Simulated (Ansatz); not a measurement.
## Run report: GePH6ClO, geometry relaxation

The run: geometry relaxation of GePH6ClO. Method and program: RKS B3LYP-D4/def2-SVP (Ansatz 0.2.0).

The input holds or restrains some coordinates. It belongs to a series of runs on one base structure; here: pulled along the bonds that form and break, towards end B. Figures and captions count atoms from 1; the log counts them from 0 in places.

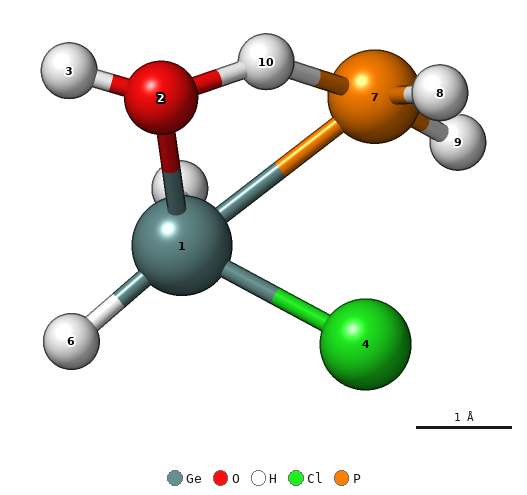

Figure 1. The starting structure (ball-and-stick view, seen at a tilt; atoms are numbered from 1 in the order of the input). Sticks mark near contacts.

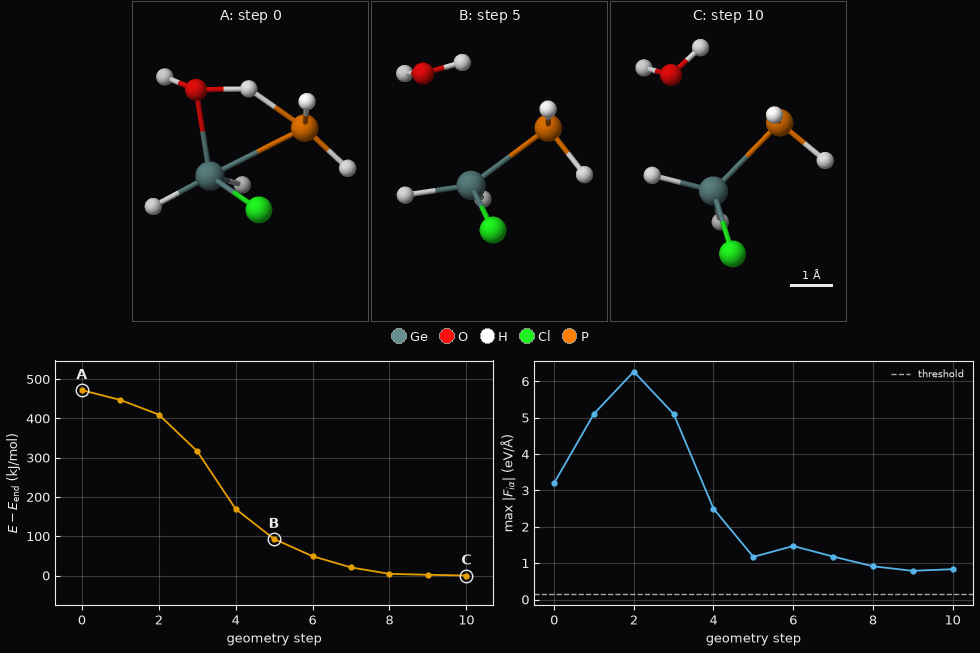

Figure 2. Frames of the restrained relaxation (ball-and-stick view, seen at an oblique angle) above the curves, on which the letters mark them (the first geometry is step 0 here and step 1 in the log).

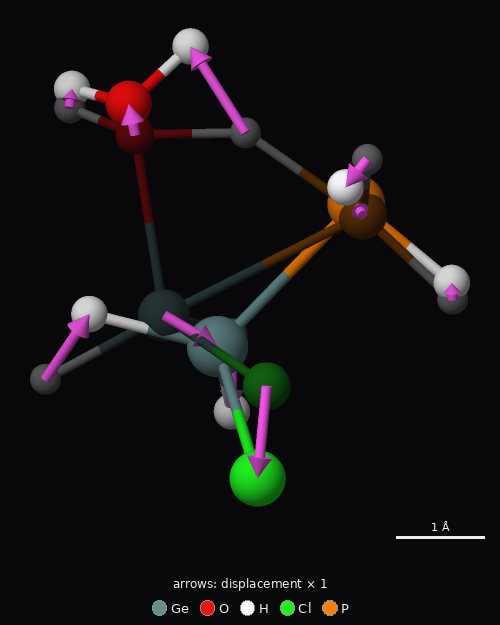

Figure 3. Start (faint) and end (solid) with the displacements as pink arrows, at true length (ball-and-stick view, seen at an oblique angle). The two geometries are laid on each other by the best rigid fit. H10 moves most after the best rigid fit: 1.19 Å. Largest moves by element: H 1.19 Å, Cl 1.07 Å, Ge 0.71 Å, O 0.37 Å, P 0.21 Å. Distances before and after: P7–H10 1.645 → 2.624 Å, Ge1–O2 2.120 → 2.985 Å, Ge1–P7 2.570 → 2.286 Å, O2–H10 1.268 → 0.985 Å. New bonds form: O2–H10 (1.27 → 0.98 Å). Bonds break: Ge1–O2 (2.12 → 2.98 Å), P7–H10 (1.64 → 2.62 Å). Among the angles that change: H6–Ge1–P7 176.5° → 119.4°, Cl4–Ge1–P7 67.1° → 108.8°, H3–O2–H10 140.1° → 103.4°. Over 10 geometry steps the energy falls by 472.1 kJ/mol. Largest force component: 3.2 eV/Å at the start, 0.84 eV/Å at the end. (Atoms are counted from 1 in the order of the input.)

The input and output of the run follow.

### Input file
```yaml
crystal:
  periodic: [false, false, false]
  atoms:
    - { symbol: Ge, position_ang: [0.0, 0.0, 0.0] }
    - { symbol: O, position_ang: [0.0, 0.0, 2.12] }
    - { symbol: H, position_ang: [-0.9095, -0.2814, 2.4571] }
    - { symbol: Cl, position_ang: [2.0935, 0.0, -0.7393] }
    - { symbol: H, position_ang: [-0.73, 1.2648, -0.5162] }
    - { symbol: H, position_ang: [-0.73, -1.2648, -0.5162] }
    - { symbol: P, position_ang: [1.3478, 2.0326, 0.8104] }
    - { symbol: H, position_ang: [2.4401, 1.5915, 1.6033] }
    - { symbol: H, position_ang: [1.8381, 2.7536, -0.3104] }
    - { symbol: H, position_ang: [0.6948, 1.0477, 1.9541] }
basis:
  gaussian: { orbitals: def2-SVP }
hamiltonian:
  xc: b3lyp
  dispersion: d4
relax:
  f_tol: 0.15
  max_steps: 25
  restrain:
    - { distance: [0, 6], at: 2.27, k: 30.0 }
    - { distance: [9, 1], at: 1.01, k: 30.0 }
    - { distance: [0, 1], at: 2.97, k: 30.0 }
    - { distance: [9, 6], at: 2.62, k: 30.0 }
```

Launched with:
```bash
ansatz run input.yaml --threads 4 --pin off --max-ram 5120MiB --backend cpu --events-out ev --progress --plain --runs-dir out
```

### What the program printed
```
The last accepted step is kept in [file] (removed where the run ends without a failure and the disk answers)
Engine: ansatz 0.2.0, x86_64-unknown-linux-gnu
Functional definition: B3LYP
  parameter a0 = 0.2
  parameter ax = 0.72
  parameter ac = 0.81
  exchange = (1 - a0 - ax)*slater_x + ax*b88_x + a0*exact_x
  correlation = (1 - ac)*vwn_rpa_c + ac*lyp_c
1155 factors; integrals over basis functions are off by at most 4.2e-4 eV
mean field evaluation 1: about -80452.6324 eV, gradient 4.9e1 eV
mean field evaluation 2: about -80436.2723 eV, gradient 1.0e2 eV
mean field evaluation 4: about -80456.9260 eV, gradient 7.1e0 eV
mean field evaluation 8: about -80457.0800 eV, gradient 4.5e-1 eV
mean field evaluation 16: about -80457.0806 eV, gradient 1.7e-4 eV
mean field -80457.08060559 eV, -2956.7431764874 hartree, gradient 7.2e-5 eV, S^2 0.000000; 0 other end points of the search recorded, 0 dependent functions left out
the calculation of the forces begins
reference -80457.08086266 eV, -2956.7431859347 hartree; 39, 39 occupied and 73, 73 virtual orbitals, 1155 factors
relax step   1: F+E_penalty+E_count = -80457.52267544 eV  Δ(F+E_penalty+E_count) = +0.000e0 eV  max|allowed force component| = 3.202e0 eV/Å  E_restraint = 27.45916882 eV  max|allowed force component, restraints' pulls added| = 2.439e1 eV/Å  Δτ_max = 0.0000 Å  (29 SCF iters, accepted)
  distance Ge 0 - P 6 = 2.5700 Å
  distance H 9 - O 1 = 1.2680 Å
  distance Ge 0 - O 1 = 2.1200 Å
  distance H 9 - P 6 = 1.6445 Å
these checks for a lower state are left out or cut short: starts, cluster_reference, orbital_swaps, neighbouring_geometries, increment
1155 factors; integrals over basis functions are off by at most 3.1e-4 eV
mean field -80457.34967859 eV, -2956.7530647379 hartree, gradient 9.1e-6 eV, S^2 0.000000; 0 other end points of the search recorded, 0 dependent functions left out
[... from here on the field's lines of each further geometry are left out, up to the last ...]
relax step   2: F+E_penalty+E_count = -80457.78082328 eV  Δ(F+E_penalty+E_count) = -2.581e-1 eV  max|allowed force component| = 5.107e0 eV/Å  E_restraint = 13.72887570 eV  max|allowed force component, restraints' pulls added| = 1.671e1 eV/Å  Δτ_max = 0.1947 Å  (37 SCF iters, accepted)
relax step   3: F+E_penalty+E_count = -80458.16590251 eV  Δ(F+E_penalty+E_count) = -3.851e-1 eV  max|allowed force component| = 6.268e0 eV/Å  E_restraint = 5.54643640 eV  max|allowed force component, restraints' pulls added| = 1.081e1 eV/Å  Δτ_max = 0.1948 Å  (32 SCF iters, accepted)
relax step   4: F+E_penalty+E_count = -80459.13362317 eV  Δ(F+E_penalty+E_count) = -9.677e-1 eV  max|allowed force component| = 5.105e0 eV/Å  E_restraint = 1.33411305 eV  max|allowed force component, restraints' pulls added| = 5.398e0 eV/Å  Δτ_max = 0.1947 Å  (32 SCF iters, accepted)
relax step   5: F+E_penalty+E_count = -80460.65775811 eV  Δ(F+E_penalty+E_count) = -1.524e0 eV  max|allowed force component| = 2.501e0 eV/Å  E_restraint = 0.16976940 eV  max|allowed force component, restraints' pulls added| = 1.914e0 eV/Å  Δτ_max = 0.1946 Å  (31 SCF iters, accepted)
relax step   6: F+E_penalty+E_count = -80461.45021213 eV  Δ(F+E_penalty+E_count) = -7.925e-1 eV  max|allowed force component| = 1.174e0 eV/Å  E_restraint = 0.03153453 eV  max|allowed force component, restraints' pulls added| = 8.950e-1 eV/Å  Δτ_max = 0.1948 Å  (29 SCF iters, accepted)
relax step   7: F+E_penalty+E_count = -80461.90423786 eV  Δ(F+E_penalty+E_count) = -4.540e-1 eV  max|allowed force component| = 1.472e0 eV/Å  E_restraint = 0.01804714 eV  max|allowed force component, restraints' pulls added| = 1.138e0 eV/Å  Δτ_max = 0.1950 Å  (28 SCF iters, accepted)
relax step   8: F+E_penalty+E_count = -80462.20072594 eV  Δ(F+E_penalty+E_count) = -2.965e-1 eV  max|allowed force component| = 1.183e0 eV/Å  E_restraint = 0.01308301 eV  max|allowed force component, restraints' pulls added| = 7.384e-1 eV/Å  Δτ_max = 0.2000 Å  (28 SCF iters, accepted)
relax step   9: F+E_penalty+E_count = -80462.37054191 eV  Δ(F+E_penalty+E_count) = -1.698e-1 eV  max|allowed force component| = 9.154e-1 eV/Å  E_restraint = 0.01748487 eV  max|allowed force component, restraints' pulls added| = 3.255e-1 eV/Å  Δτ_max = 0.1997 Å  (29 SCF iters, accepted)
relax step  10: F+E_penalty+E_count = -80462.39461955 eV  Δ(F+E_penalty+E_count) = -2.408e-2 eV  max|allowed force component| = 7.895e-1 eV/Å  E_restraint = 0.01919962 eV  max|allowed force component, restraints' pulls added| = 2.421e-1 eV/Å  Δτ_max = 0.0486 Å  (24 SCF iters, accepted)
the calculation of the forces begins
reference -80462.03137245 eV, -2956.9251138137 hartree; 39, 39 occupied and 73, 73 virtual orbitals, 1156 factors
relax step  11: F+E_penalty+E_count = -80462.41527409 eV  Δ(F+E_penalty+E_count) = -2.065e-2 eV  max|allowed force component| = 8.353e-1 eV/Å  E_restraint = 0.01706076 eV  max|allowed force component, restraints' pulls added| = 1.065e-1 eV/Å  Δτ_max = 0.1366 Å  (26 SCF iters, accepted)
  distance Ge 0 - P 6 = 2.2864 Å
  distance H 9 - O 1 = 0.9847 Å
  distance Ge 0 - O 1 = 2.9847 Å
  distance H 9 - P 6 = 2.6240 Å
1156 factors; integrals over basis functions are off by at most 6.6e-4 eV
mean field evaluation 96: about -80462.0305 eV, gradient 5.5e-1 eV
mean field -80462.03111517 eV, -2956.9251043591 hartree, gradient 2.1e-5 eV, S^2 0.000000; 1 other end points of the search recorded, 0 dependent functions left out
the calculation of the forces begins
reference -80462.03137245 eV, -2956.9251138137 hartree; 39, 39 occupied and 73, 73 virtual orbitals, 1156 factors
Total energy: -80462.41553136 eV, -2956.9392313933 hartree
Atom 0 at     0.378699     0.422306    -0.440932 Å, force    -0.169278    -0.293845    -0.718946 eV/Å
Atom 1 at    -0.003902    -0.026386     2.484915 Å, force    -0.037351     0.577142     0.835330 eV/Å
Atom 2 at    -0.941642    -0.210989     2.650616 Å, force     0.088933     0.007406    -0.027243 eV/Å
Atom 3 at     2.007598    -0.230112    -1.771654 Å, force     0.008319    -0.040778     0.000815 eV/Å
Atom 4 at    -0.664768     1.057052    -1.388631 Å, force    -0.055008     0.041646    -0.000065 eV/Å
Atom 5 at    -0.213621    -0.847248     0.175437 Å, force     0.103580    -0.001010    -0.031808 eV/Å
Atom 6 at     1.164199     2.073594     0.931531 Å, force     0.186493     0.420574     0.244161 eV/Å
Atom 7 at     2.311553     1.330484     1.336813 Å, force     0.017113     0.009997     0.004652 eV/Å
Atom 8 at     1.847455     2.774829    -0.109523 Å, force     0.024796    -0.036152    -0.009069 eV/Å
Atom 9 at     0.159229     0.800471     2.994229 Å, force    -0.167598    -0.684980    -0.297828 eV/Å
Dipole moment:    -0.477777     0.212214     0.613360 e Å
```

### Trajectory as extended XYZ (Å, eV, eV/Å), 11 frames, from step=1 to step=11
```
10
Properties=species:S:1:pos:R:3:forces:R:3 step=1 energy=-80457.52268
Ge    0.0000    0.0000    0.0000    1.2445   1.5413   0.6579
O     0.0000    0.0000    2.1200   -0.8877  -1.1587  -1.4636
H    -0.9095   -0.2814    2.4571    1.4673   1.0979   0.1482
Cl    2.0935    0.0000   -0.7393    0.8985  -3.0321  -2.3967
H    -0.7300    1.2648   -0.5162   -0.6658  -0.3197  -0.2547
H    -0.7300   -1.2648   -0.5162    0.1526  -0.2027   0.5920
P     1.3478    2.0326    0.8104   -0.5234   2.8767   3.2023
H     2.4401    1.5915    1.6033    0.8573   0.2088  -0.7329
H     1.8381    2.7536   -0.3104   -0.0562  -0.5485   0.1141
H     0.6948    1.0477    1.9541   -2.4873  -0.4630   0.1334
10
Properties=species:S:1:pos:R:3:forces:R:3 step=2 energy=-80457.78082
Ge    0.0505    0.0681   -0.1148    0.8437   0.5640   0.9083
O     0.0081   -0.0067    2.2543    1.5753   0.0203  -1.5258
H    -0.9130   -0.2757    2.4674    0.5818   1.5117   0.3744
Cl    2.1124   -0.0302   -0.7691    1.4907  -2.7559  -2.6448
H    -0.7412    1.2708   -0.5241   -1.1682   0.3288  -0.9762
H    -0.7249   -1.2609   -0.5097    0.4472   0.2985   0.6575
P     1.3675    2.0824    0.7213   -1.9830   1.0155   5.1075
H     2.4402    1.5986    1.5870    0.2278   0.3422  -1.1531
H     1.8474    2.7612   -0.3305    1.1624   0.3709  -1.6119
H     0.5979    0.9364    2.0811   -3.1776  -1.6960   0.8642
10
Properties=species:S:1:pos:R:3:forces:R:3 step=3 energy=-80458.16590
Ge    0.1014    0.1381   -0.2152    0.2478  -0.4793   1.1664
O     0.0281   -0.0178    2.3780    0.7479  -2.0206  -0.4380
H    -0.9123   -0.2564    2.4727    0.4659   1.5800   0.1104
Cl    2.1350   -0.0591   -0.8018    1.9649  -2.5529  -2.7580
H    -0.7592    1.2800   -0.5419   -1.5210   0.8378  -1.4570
H    -0.7161   -1.2518   -0.5010    0.7609   0.8239   0.6684
P     1.3592    2.1121    0.6511   -2.3768   0.2468   6.2678
H     2.4354    1.6038    1.5695   -0.3438   0.5072  -1.4871
H     1.8689    2.7699   -0.3593    1.8196   0.7456  -2.5616
H     0.5043    0.8251    2.2107   -1.7654   0.3114   0.4887
10
Properties=species:S:1:pos:R:3:forces:R:3 step=4 energy=-80459.13362
Ge    0.1667    0.2283   -0.2816   -0.0039  -1.0026   0.9303
O     0.0261   -0.0908    2.5247    0.1854  -3.0075   0.0940
H    -0.9256   -0.2413    2.4759    0.0949   1.1647   0.0181
Cl    2.1882   -0.1257   -0.8809    1.4177  -1.9190  -2.2330
H    -0.8014    1.3037   -0.5940   -1.3273   0.6887  -1.5545
H    -0.6833   -1.2119   -0.4792    0.9920   1.2269   0.7243
P     1.3139    2.1488    0.6218   -1.3211   0.4549   5.1050
H     2.4142    1.6197    1.5230   -0.6618   0.5372  -1.4524
H     1.9162    2.7713   -0.4170    1.1570  -0.0207  -1.5552
H     0.4298    0.7420    2.3702   -0.5327   1.8776  -0.0764
10
Properties=species:S:1:pos:R:3:forces:R:3 step=5 energy=-80460.65776
Ge    0.2496    0.3374   -0.2863   -0.2950  -1.1006   0.0587
O     0.0131   -0.2008    2.6049    0.4272  -0.6518  -0.3211
H    -0.9477   -0.2307    2.4910    0.1608   0.6319   0.1257
Cl    2.2354   -0.2421   -1.0296    0.1435  -0.6865  -1.1521
H    -0.8577    1.3158   -0.7168   -0.3269   0.1111  -1.2071
H    -0.5930   -1.1033   -0.4090    0.9464   1.2068   0.8021
P     1.2494    2.2203    0.6835    0.0717   0.5015   2.5008
H     2.3816    1.6493    1.4424   -0.4984   0.3408  -0.7938
H     1.9439    2.7010   -0.4562    0.0902  -0.4650  -0.2194
H     0.3700    0.6971    2.5390   -0.7195   0.1119   0.2061
10
Properties=species:S:1:pos:R:3:forces:R:3 step=6 energy=-80461.45021
Ge    0.2894    0.4004   -0.3011   -0.3717  -0.8607  -0.2774
O     0.0180   -0.2609    2.5797    0.2192   1.1283  -0.1496
H    -0.9528   -0.2147    2.5261    0.2758   0.1218   0.1386
Cl    2.2149   -0.2898   -1.1649   -0.2192  -0.1518  -0.6951
H    -0.8526    1.3084   -0.8878    0.2981  -0.1043  -0.7934
H    -0.4942   -0.9960   -0.2800    0.5518   0.7280   0.6720
P     1.2206    2.2315    0.7618    0.2002   0.5467   1.0955
H     2.3755    1.6562    1.4036   -0.1699  -0.0029  -0.2949
H     1.9099    2.6235   -0.4384   -0.1916  -0.2315   0.1928
H     0.3162    0.6853    2.6638   -0.5926  -1.1736   0.1115
10
Properties=species:S:1:pos:R:3:forces:R:3 step=7 energy=-80461.90424
Ge    0.3132    0.4245   -0.3171   -0.2677  -0.5123  -0.5565
O     0.0243   -0.2588    2.5504    0.0315   1.4719   0.2543
H    -0.9493   -0.2133    2.5602    0.2881  -0.0636   0.0625
Cl    2.1682   -0.2976   -1.3078   -0.3206   0.0419  -0.3747
H    -0.7711    1.2979   -1.0647    0.4183  -0.2599  -0.4354
H    -0.4335   -0.9310   -0.1302    0.2548   0.3897   0.4705
P     1.1898    2.2203    0.8260    0.1897   0.3780   0.5863
H     2.3610    1.6210    1.3861   -0.0622  -0.1067  -0.0822
H     1.8569    2.5946   -0.3870   -0.1323   0.0299   0.1594
H     0.2853    0.6865    2.7468   -0.3997  -1.3689  -0.0841
10
Properties=species:S:1:pos:R:3:forces:R:3 step=8 energy=-80462.20073
Ge    0.3401    0.4458   -0.3243   -0.3816  -0.6157  -0.7877
O     0.0010   -0.2392    2.5489    0.0898   1.1832   0.4126
H    -0.9704   -0.2091    2.5835    0.1971  -0.0369   0.0314
Cl    2.0779   -0.2945   -1.4536   -0.0106   0.0216  -0.2512
H    -0.6804    1.2162   -1.2231    0.1953  -0.1127  -0.1690
H    -0.3627   -0.8919    0.0210    0.1573   0.3897   0.3024
P     1.1892    2.2054    0.8781    0.2161   0.2527   0.4864
H     2.3645    1.5378    1.3423   -0.0483  -0.0278  -0.0236
H     1.8281    2.6859   -0.3081   -0.0784   0.0362   0.0899
H     0.2575    0.6875    2.7982   -0.3367  -1.0902  -0.0912
10
Properties=species:S:1:pos:R:3:forces:R:3 step=9 energy=-80462.37054
Ge    0.3507    0.4278   -0.3914    0.1039  -0.1759  -0.9154
O     0.0165   -0.1405    2.5151    0.0427   0.8092   0.6698
H    -0.9492   -0.2122    2.5873    0.1545   0.0332   0.0261
Cl    2.0110   -0.3390   -1.6364   -0.0799   0.0955  -0.0067
H    -0.6294    1.1717   -1.3481    0.0496  -0.1445   0.0307
H    -0.2826   -0.8572    0.1191   -0.1079  -0.0023   0.1673
P     1.1620    2.1264    0.9199    0.0985   0.3621   0.2431
H     2.3475    1.4735    1.3558    0.0414  -0.1300  -0.0042
H     1.8024    2.7598   -0.1902   -0.0338   0.0168   0.0437
H     0.2159    0.7335    2.9316   -0.2691  -0.8642  -0.2544
10
Properties=species:S:1:pos:R:3:forces:R:3 step=10 energy=-80462.39462
Ge    0.3555    0.4302   -0.4119    0.0412  -0.1993  -0.7895
O     0.0227   -0.0941    2.5017    0.2300   0.5885   0.6365
H    -0.9298   -0.2222    2.5994   -0.0922   0.0236   0.0478
Cl    2.0089   -0.3197   -1.6685   -0.0416   0.0690  -0.0219
H    -0.6347    1.1539   -1.3665    0.0160  -0.1053   0.0070
H    -0.2644   -0.8503    0.1295   -0.0888  -0.0153   0.1142
P     1.1539    2.1095    0.9284    0.1281   0.3803   0.1528
H     2.3273    1.4313    1.3603    0.0397  -0.1023  -0.0029
H     1.8075    2.7485   -0.1717   -0.0050   0.0377   0.0641
H     0.1980    0.7570    2.9622   -0.2274  -0.6770  -0.2082
10
Properties=species:S:1:pos:R:3:forces:R:3 step=11 energy=-80462.41527
Ge    0.3787    0.4223   -0.4409   -0.1693  -0.2938  -0.7189
O    -0.0039   -0.0264    2.4849   -0.0374   0.5771   0.8353
H    -0.9416   -0.2110    2.6506    0.0889   0.0074  -0.0272
Cl    2.0076   -0.2301   -1.7717    0.0083  -0.0408   0.0008
H    -0.6648    1.0571   -1.3886   -0.0550   0.0416  -0.0001
H    -0.2136   -0.8472    0.1754    0.1036  -0.0010  -0.0318
P     1.1642    2.0736    0.9315    0.1865   0.4206   0.2442
H     2.3116    1.3305    1.3368    0.0171   0.0100   0.0047
H     1.8475    2.7748   -0.1095    0.0248  -0.0362  -0.0091
H     0.1592    0.8005    2.9942   -0.1676  -0.6850  -0.2978
```

### Key numbers

| quantity | value |
| --- | --- |
| outcome | converged under the restraints of the input |
| total energy | −80462.4155 eV |
| mean-field energy | −80462.0314 eV |
| largest force (length of the vector) at the end, held atoms and coordinates included | 1.016 eV/Å |
| hardware | 4 threads of AMD EPYC (Zen 5), 32 GiB of memory available, shared host |
| wall time | 9.1 s (CPU time 32 s) |
| peak memory | 0.3 GiB |
